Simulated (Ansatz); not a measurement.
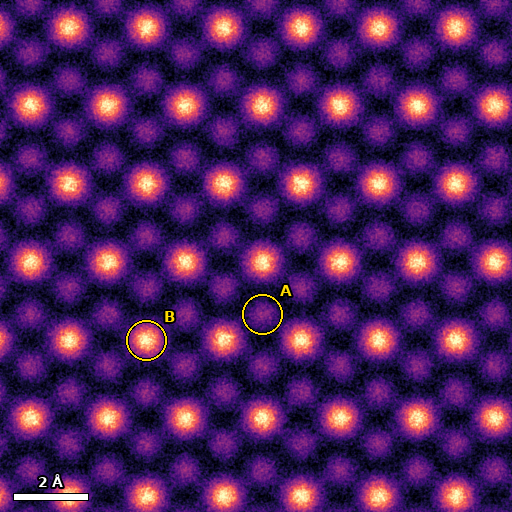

Integrated-DPC-like image of C (P6_3/mmc, No. 194) along [201]. Simulated as the projected potential of neutral atoms (B = 0.5 Å²) blurred by a 0.55 Å probe, the thin-sample limit of integrated differential phase contrast. Shot noise was added. Atomic positions: the geometry relaxed at fixed volume with Ansatz 0.2.0, DFT PBE, spin-orbit coupling, plane waves, PAW.

```cif
data_structure
_symmetry_space_group_name_H-M 'P6_3/mmc'
_symmetry_Int_Tables_number 194
_cell_length_a 2.4660
_cell_length_b 2.4660
_cell_length_c 8.2419
_cell_angle_alpha 90.000
_cell_angle_beta 90.000
_cell_angle_gamma 120.000
_cell_volume 43.41
loop_
_atom_site_label
_atom_site_type_symbol
_atom_site_symmetry_multiplicity
_atom_site_Wyckoff_symbol
_atom_site_fract_x
_atom_site_fract_y
_atom_site_fract_z
_atom_site_occupancy
C1 C 2 b 0.00000 0.00000 0.25000 1
C2 C 2 c 0.33333 0.66667 0.25000 1
```

Assign the marked columns.

C (1 C per 9.60 Å along the beam; about 35 % of the brightest peak). B: C (2 C per 9.60 Å along the beam; the brightest kind). Brightness is counted from the darkest point of the image.
